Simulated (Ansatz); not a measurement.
# SiH$_{4}$Cl$_{3}$OF: single-point calculation

The run: single-point calculation of SiH$_{4}$Cl$_{3}$OF. Method and program: RKS PBE0-D4/def2-TZVPP (Ansatz 0.2.0).

The geometry is the reactant side of a reaction. The reaction was set up to form Si1–O7, H6–F9 and H2–H8 and to break Si1–H2, H6–O7 and H8–F9 (atoms counted from 1 in the order of the input); sticks are drawn by distance alone. The geometry comes from this level: PBE0-D4/def2-TZVP.

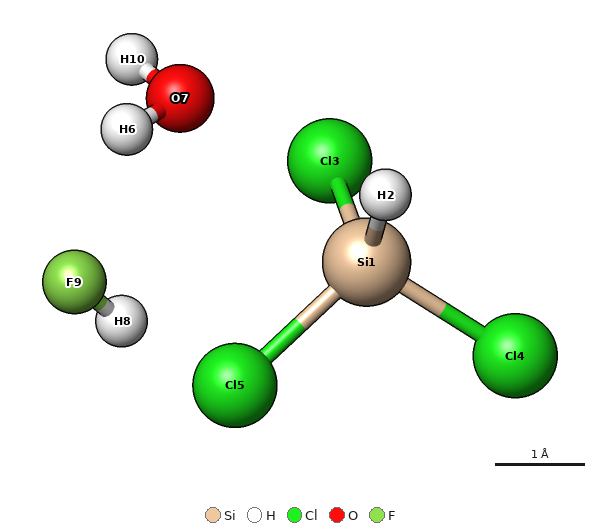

*The input geometry (ball-and-stick view, seen at a tilt; atoms are numbered from 1 in the order of the input).*

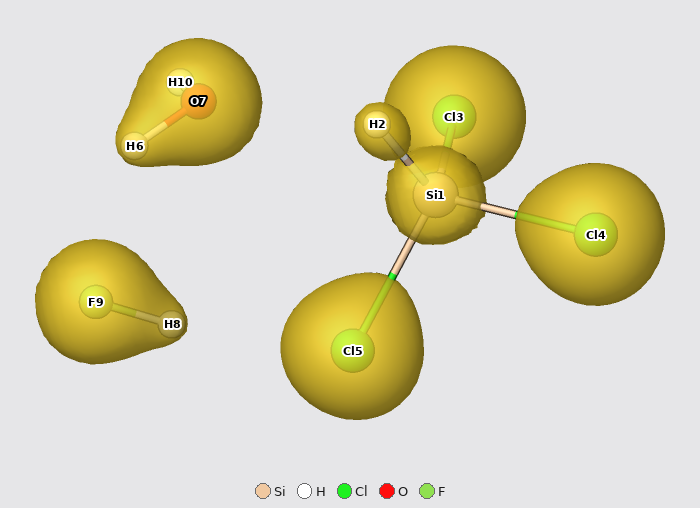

*Isosurface of the electron density at 1 e/Å³ (yellow), seen at a tilt.*

At this value the surface falls into seven separate pieces. It is pinched off along the Cl···H (2.21 Å) and Si–Cl (2.03 Å) contacts. On the grid the lowest density along these lines, outside the cores, is 0.16 e/Å³ (Cl···H, 2.21 Å), 0.72 e/Å³ (Si–Cl, 2.03 Å), 2.4 e/Å³ (F–H, 0.93 Å) and 2.5 e/Å³ (O–H, 0.96 Å).

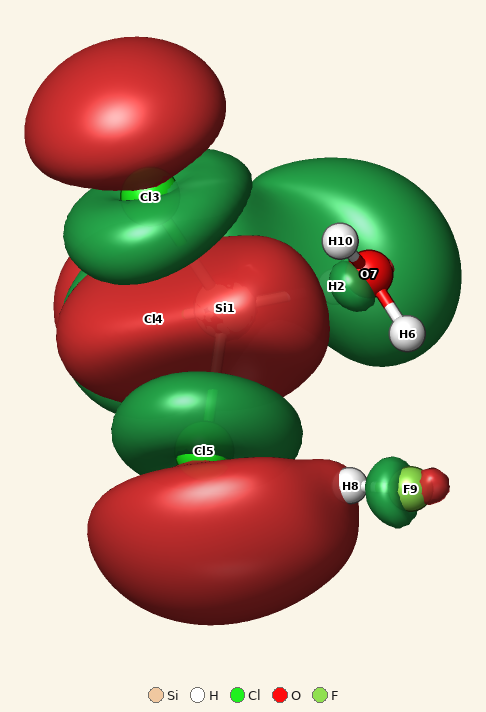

*The LUMO at ±0.05 Å⁻³ᐟ² (green and red are the two phases), seen at an oblique angle.*

Its weight (Hirshfeld) is mainly on Si1 (35 %), Cl5 (25 %), Cl3 (20 %) and Cl4 (15 %). Its energy is −0.22 eV.

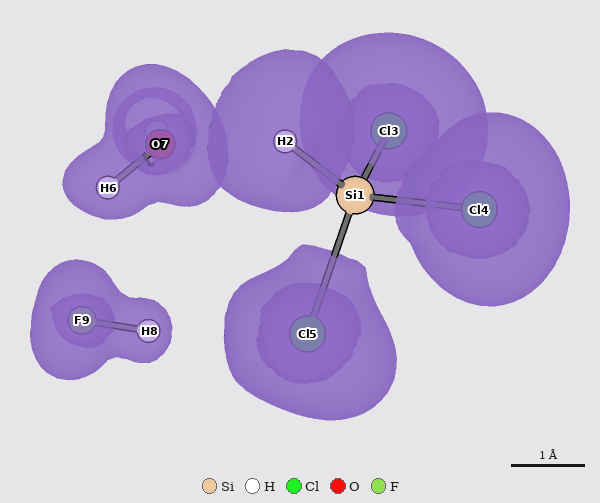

*Isosurface of the ELF at 0.75 (purple), seen at a tilt. Only the valence region is drawn (cores and ρ < 0.01 e/Å³ removed).*

Along the contacts the grid gives the following. Cl5···H8 (2.21 Å): the ELF is only about 0.10 between them (by its geometry a hydrogen bond between the two molecules, with no shared pair). Si–Cl (2.03 Å): the ELF peaks at about 0.85 between the atoms, which marks a shared but strongly polarised pair.

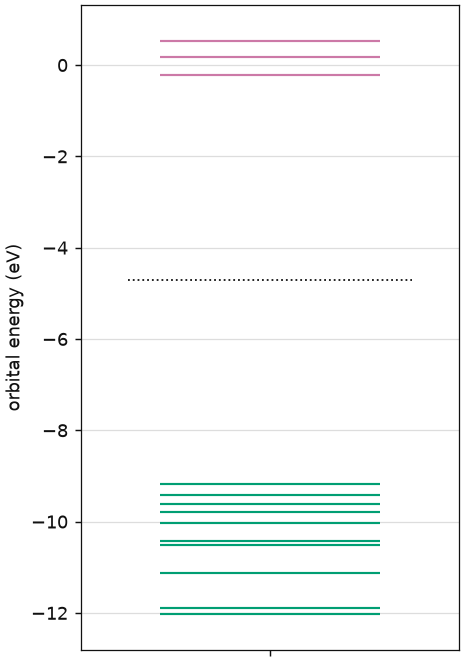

*Orbital energies near the frontier; the dotted line parts filled from empty levels, and levels within 0.02 eV of each other stand side by side.*

Highest filled −9.18 eV, lowest empty −0.22 eV, 8.96 eV apart.

The input that produced these results follows, with the program's output.

### The input
```yaml
crystal:
  periodic: [false, false, false]
  atoms:
    - {symbol: Si, position_ang: [-0.301396, -1.557899, 0.060651]}
    - {symbol: H, position_ang: [0.900356, -1.189051, 0.805643]}
    - {symbol: Cl, position_ang: [-0.001262, -1.743273, -1.935281]}
    - {symbol: Cl, position_ang: [-0.980910, -3.347410, 0.755890]}
    - {symbol: Cl, position_ang: [-1.825644, -0.210520, 0.403074]}
    - {symbol: H, position_ang: [1.007729, 1.736794, -0.103122]}
    - {symbol: O, position_ang: [1.220806, 0.944082, -0.609410]}
    - {symbol: H, position_ang: [-0.873406, 1.688611, 1.007198]}
    - {symbol: F, position_ang: [-0.374452, 2.464336, 1.145390]}
    - {symbol: H, position_ang: [1.228180, 1.214430, -1.530034]}
basis:
  gaussian: {orbitals: def2-TZVPP}
hamiltonian: {xc: pbe0, dispersion: d4}
output: {orbitals: {seedname: orbitals}}
```

Command:
```bash
ansatz run in.yaml --threads 8 --pin off --events-out ev --progress --plain --max-ram 19148MiB
```

### Log
```
Functional definition: PBE0
  name "PBE0"
  cite "Adamo & Barone, J. Chem. Phys. 110, 6158 (1999) doi:10.1063/1.478522"
  cite "Perdew, Burke & Ernzerhof, Phys. Rev. Lett. 77, 3865 (1996) doi:10.1103/PhysRevLett.77.3865"
  parent pbe
  parameter a = 0.25
  parameter kappa = 0.804
  parameter beta = 0.06672455060314922
  exchange = (1 - a)*pbe_x(kappa = kappa, mu = beta*pi^2/3) + a*exact_x
  correlation = pbe_c(beta = beta)
1809 factors; their error is unknown
mean field evaluation 1: about -50257.2172 eV, gradient 5.9e1 eV
mean field evaluation 2: about -50251.2609 eV, gradient 8.4e1 eV
mean field evaluation 4: about -50262.4723 eV, gradient 2.6e0 eV
mean field evaluation 8: about -50262.4833 eV, gradient 2.8e-2 eV
mean field evaluation 16: about -50262.6127 eV, gradient 5.1e-5 eV
mean field -50262.61272762 eV, -1847.1169485175 hartree, gradient 5.1e-5 eV, S^2 0.000000; 0 other end points of the search recorded, 0 dependent functions left out
reference -50262.61275842 eV, -1847.1169496495 hartree; 43, 43 occupied and 243, 243 virtual orbitals, 1809 factors
Total energy: -50262.86569764 eV, -1847.1262449941 hartree
```

### Summary

| quantity | value |
| --- | --- |
| outcome | converged |
| total energy | −50262.8657 eV |
| mean-field energy | −50262.6128 eV |
| dispersion energy | −0.2529 eV |
| SCF solution under orbital rotations | stable |
| HOMO | −9.18 eV |
| LUMO | −0.22 eV |
| hardware | 8 threads of Arm Neoverse V1, 23 GiB of memory available, shared host |
| wall time | 3.2 s (CPU time 23 s) |
| peak memory | 1.1 GiB |
